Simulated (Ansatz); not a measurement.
**BSiN2H5 (SMILES N[SiH]1BN1) at B3LYP/6-31G(d) (spherical functions)**

Aim: the electronic atomisation energy of BSiN2H5 at B3LYP/6-31G* (spherical functions), from 5 runs. 

Program for the calculation: Ansatz 0.2.0.

61 further runs of the same task are left out: 61 set aside as unsound or not needed.

## 1. Starting point

The species is BSiN2H5 (9 atoms), meant as a singlet with charge 0. As SMILES, `N[SiH]1BN1`. The coordinates come from a PBE0-D4/def2-TZVP relaxation. This is one conformer, not always the lowest.

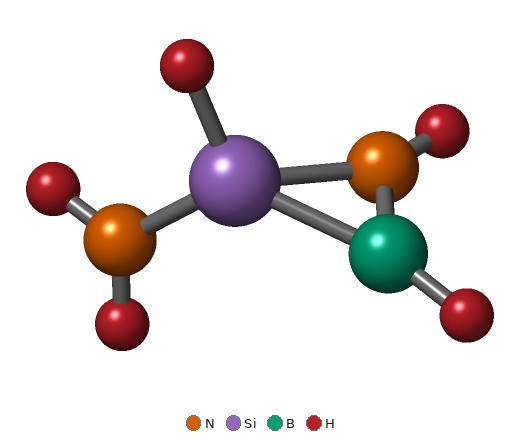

The structure, seen from a chosen angle (nitrogen orange, silicon purple, boron teal, hydrogen red).

## 2. A single-point energy at B3LYP/6-31G(d) (spherical functions)

Contents of in.yaml:

```yaml
crystal:
  periodic: [false, false, false]
  atoms:
    - {symbol: N, position_ang: [-0.637800, 1.588100, 0.218200]}
    - {symbol: Si, position_ang: [0.258900, 0.175500, 0.530500]}
    - {symbol: B, position_ang: [-0.233900, -1.625800, 0.110200]}
    - {symbol: "N", position_ang: [0.650500, -0.971600, -0.738400]}
    - {symbol: H, position_ang: [-0.221300, 2.503300, 0.212900]}
    - {symbol: H, position_ang: [-1.561800, 1.577300, -0.177300]}
    - {symbol: H, position_ang: [1.441200, 0.620900, 1.305200]}
    - {symbol: H, position_ang: [-0.741300, -2.702400, 0.114400]}
    - {symbol: H, position_ang: [1.134000, -1.211600, -1.592900]}
basis:
  gaussian:
    orbitals: 6-31G_st_-spherical.json
hamiltonian:
  xc: {name: B3LYP}
accuracy: high
output: {orbitals: {seedname: orbitals}}
```

The basis set 6-31G* is read from a file made from the Basis Set Exchange's data (not shown).

Launch:

```sh
ansatz run in.yaml --threads 1 --pin off --max-ram 3480MiB --events-out events.jsonl --progress --plain --runs-dir runs
```

The program printed:

```text
Warning: RAYON_NUM_THREADS=1 ignored (pool sized by the plan → 1); use --threads N
Functional definition: B3LYP
  name "B3LYP"
  parameter a0 = 0.2
  parameter ax = 0.72
  parameter ac = 0.81
  exchange = (1 - a0 - ax)*slater_x + ax*b88_x + a0*exact_x
  correlation = (1 - ac)*vwn_rpa_c + ac*lyp_c
1652 factors; integrals over basis functions are off by at most 3.4e-9 eV
mean field evaluation 1: about -11605.0203 eV, gradient 7.3e1 eV
mean field evaluation 2: about -11588.6321 eV, gradient 1.1e2 eV
mean field evaluation 4: about -11615.5580 eV, gradient 6.8e0 eV
mean field evaluation 8: about -11615.8447 eV, gradient 8.1e-1 eV
mean field evaluation 16: about -11615.8468 eV, gradient 5.0e-5 eV
mean field -11615.84684906 eV, -426.8744981991 hartree, gradient 2.6e-8 eV, S^2 0.000000; 0 other end points of the search recorded, 0 dependent functions left out
reference -11615.84688745 eV, -426.8744996099 hartree; 19, 19 occupied and 51, 51 virtual orbitals, 1652 factors
Total energy: -11615.84688745 eV, -426.8744996099 hartree
```

Run time: 6 s. Hardware: 1 thread of Arm Neoverse V1, shared host; peak memory 0.21 GiB.

## 3. The B atom, same level

Contents of molecule.yaml:

```yaml
crystal:
  periodic: [false, false, false]
  atoms:
    - {symbol: B, position_ang: [0.000000, 0.000000, 0.000000]}
basis:
  gaussian:
    orbitals: 6-31G_st_-spherical.json
total_charge: 0
magnetization:
  spin_polarized: true
  initial_magnetization: 1
hamiltonian:
  xc: {name: B3LYP}
accuracy: high
```

The basis set 6-31G* is read from a file made from the Basis Set Exchange's data (not shown).

Launch:

```sh
ansatz run molecule.yaml --threads 1 --pin off --max-ram 3480MiB --events-out events.jsonl --progress --plain --runs-dir runs
```

The program printed:

```text
Warning: RAYON_NUM_THREADS=1 ignored (pool sized by the plan → 1); use --threads N
[... 7 set-up lines as earlier in the session ...]
96 factors; integrals over basis functions are off by at most 1.6e-9 eV
mean field evaluation 1: about -670.8243 eV, gradient 2.4e0 eV
mean field evaluation 2: about -670.8673 eV, gradient 4.0e-1 eV
mean field evaluation 4: about -670.8638 eV, gradient 3.8e-1 eV
mean field evaluation 8: about -670.8650 eV, gradient 2.7e-4 eV
mean field evaluation 16: about -670.8650 eV, gradient 2.6e-7 eV
mean field -670.86501431 eV, -24.6538345473 hartree, gradient 5.6e-8 eV, S^2 0.751604; 0 other end points of the search recorded, 0 dependent functions left out
reference -670.86503643 eV, -24.6538353600 hartree; 3, 2 occupied and 11, 12 virtual orbitals, 96 factors
Total energy: -670.86503643 eV, -24.6538353600 hartree
```

Run time: 0.38 s. Hardware: 1 thread of Arm Neoverse V1, shared host.

## 4. The H atom

Contents of run.yaml:

```yaml
basis:
  gaussian:
    orbitals: "6-31G*"
crystal:
  periodic: [false, false, false]
  atoms:
    - symbol: H
      position_ang: [0.000000, 0.000000, 0.000000]
magnetization:
  spin_polarized: true
  initial_magnetization: 1
hamiltonian:
  xc: {name: B3LYP}
accuracy: high
```

Run the same way, it converges to -0.50027 Eh (log not shown).

## 5. The N atom

Contents of molecule.yaml:

```yaml
basis:
  gaussian: {orbitals: 6-31G_st_-spherical.json}
crystal:
  periodic: [false, false, false]
  atoms:
    - {symbol: "N", position_ang: [0.000000, 0.000000, 0.000000]}
magnetization: {spin_polarized: true, initial_magnetization: 3}
hamiltonian: {xc: {name: B3LYP}}
accuracy: high
```

The basis set 6-31G* is read from a file made from the Basis Set Exchange's data (not shown).

Launch:

```sh
ansatz run molecule.yaml --threads 1 --pin off --max-ram 3480MiB --events-out events.jsonl --progress --plain --runs-dir runs
```

The program printed:

```text
Warning: RAYON_NUM_THREADS=1 ignored (pool sized by the plan → 1); use --threads N
[... 7 set-up lines as earlier in the session ...]
96 factors; integrals over basis functions are off by at most 1.2e-9 eV
mean field evaluation 1: about -1485.1541 eV, gradient 5.0e0 eV
mean field evaluation 2: about -1485.2368 eV, gradient 2.8e0 eV
mean field evaluation 4: about -1485.2760 eV, gradient 7.0e-2 eV
mean field evaluation 8: about -1485.2757 eV, gradient 1.0e-4 eV
mean field -1485.27568097 eV, -54.5828745195 hartree, gradient 2.5e-9 eV, S^2 3.752147; 0 other end points of the search recorded, 0 dependent functions left out
reference -1485.27569590 eV, -54.5828750685 hartree; 5, 2 occupied and 9, 12 virtual orbitals, 96 factors
Total energy: -1485.27569590 eV, -54.5828750685 hartree
```

Wall time 0.3 s (1 thread of Arm Neoverse V1, shared host).

## 6. The Si atom, same level

Contents of in.yaml:

```yaml
crystal:
  periodic: [false, false, false]
  atoms:
    - {symbol: Si, position_ang: [0.000000, 0.000000, 0.000000]}
basis:
  gaussian: {orbitals: 6-31G_st_-spherical.json}
magnetization: {spin_polarized: true, initial_magnetization: 2}
hamiltonian: {xc: {name: B3LYP}}
accuracy: high
```

The basis set 6-31G* is read from a file made from the Basis Set Exchange's data (not shown).

Run the same way, it converges to -289.36979 Eh (log not shown).

## 7. Results

At B3LYP/6-31G* (spherical functions):

| quantity | value |
| --- | --- |
| molecule: total energy | -426.87450 Eh |
| molecule: HOMO energy | -6.14 eV |
| molecule: LUMO energy | 0.21 eV |
| molecule: HOMO–LUMO gap | 6.35 eV |
| B atom: total energy | -24.65384 Eh |
| B atom: ⟨S²⟩ | 0.752 |
| H atom: total energy | -0.50027 Eh |
| H atom: ⟨S²⟩ | 0.750 |
| N atom: total energy | -54.58288 Eh |
| N atom: ⟨S²⟩ | 3.752 |
| Si atom: total energy | -289.36979 Eh |
| Si atom: ⟨S²⟩ | 2.002 |
| electronic atomisation energy | 32.212 eV |

In words: Taking the molecule apart into free atoms costs 32.21 eV (743 kcal/mol), before zero-point energy and without spin-orbit coupling.
